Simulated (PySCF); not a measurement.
System: C$_{5}$H$_{12}$O$_{3}$Si$_{2}$ (SMILES CC(C)(C=O)[SiH2][SiH2]C(=O)O).

```yaml
atoms:
  - { symbol: C, position_ang: [-2.5473, -0.1555, -0.5773] }
  - { symbol: C, position_ang: [-1.2480, 0.0651, 0.1819] }
  - { symbol: C, position_ang: [-1.5043, 0.8147, 1.4932] }
  - { symbol: C, position_ang: [-0.5344, -1.1941, 0.4587] }
  - { symbol: O, position_ang: [0.5277, -1.2555, 1.0441] }
  - { symbol: Si, position_ang: [0.0727, 1.0911, -0.8325] }
  - { symbol: Si, position_ang: [2.0817, 0.7869, 0.2843] }
  - { symbol: C, position_ang: [2.7424, -0.8907, -0.3543] }
  - { symbol: O, position_ang: [2.3550, -1.4253, -1.3670] }
  - { symbol: O, position_ang: [3.6863, -1.4247, 0.4168] }
  - { symbol: H, position_ang: [-2.3691, -0.7017, -1.5008] }
  - { symbol: H, position_ang: [-3.2606, -0.7193, 0.0245] }
  - { symbol: H, position_ang: [-3.0000, 0.8003, -0.8305] }
  - { symbol: H, position_ang: [-2.2504, 0.2864, 2.0873] }
  - { symbol: H, position_ang: [-1.8755, 1.8174, 1.2946] }
  - { symbol: H, position_ang: [-0.5919, 0.8881, 2.0798] }
  - { symbol: H, position_ang: [-0.9938, -2.1173, 0.0615] }
  - { symbol: H, position_ang: [-0.0204, 0.5995, -2.2132] }
  - { symbol: H, position_ang: [-0.4948, 2.4502, -0.8592] }
  - { symbol: H, position_ang: [3.0625, 1.7710, -0.2218] }
  - { symbol: H, position_ang: [2.1844, 0.8265, 1.7407] }
  - { symbol: H, position_ang: [3.9673, -2.2935, 0.0779] }
```

Geometry: GFN2-xTB.

All numbers below come from PBE0/pcSseg-1, SCF density, gas phase, non-relativistic in PySCF.

**Predict the electron density and electron localisation function between the atoms.**

C–O (1.21 Å): ρ is about 3.3 e/Å³ halfway; the ELF peaks at about 0.85 between the atoms; a multiple bond.

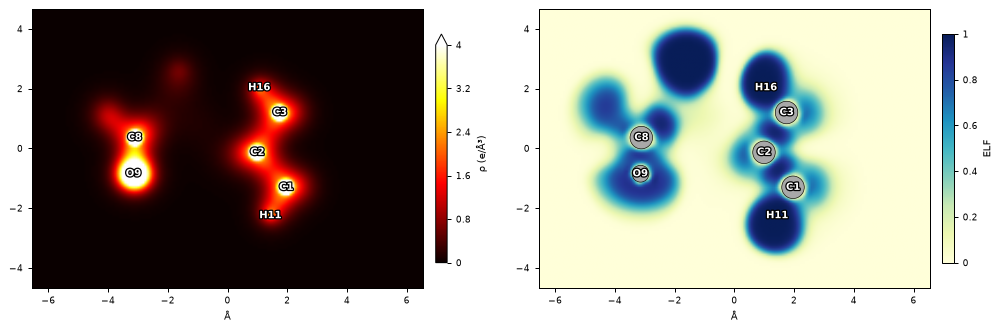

Computed electron density and electron localisation function on the plane of atoms C2, C1 and H11, in this order. Grey discs cover the atomic cores in the ELF map. 
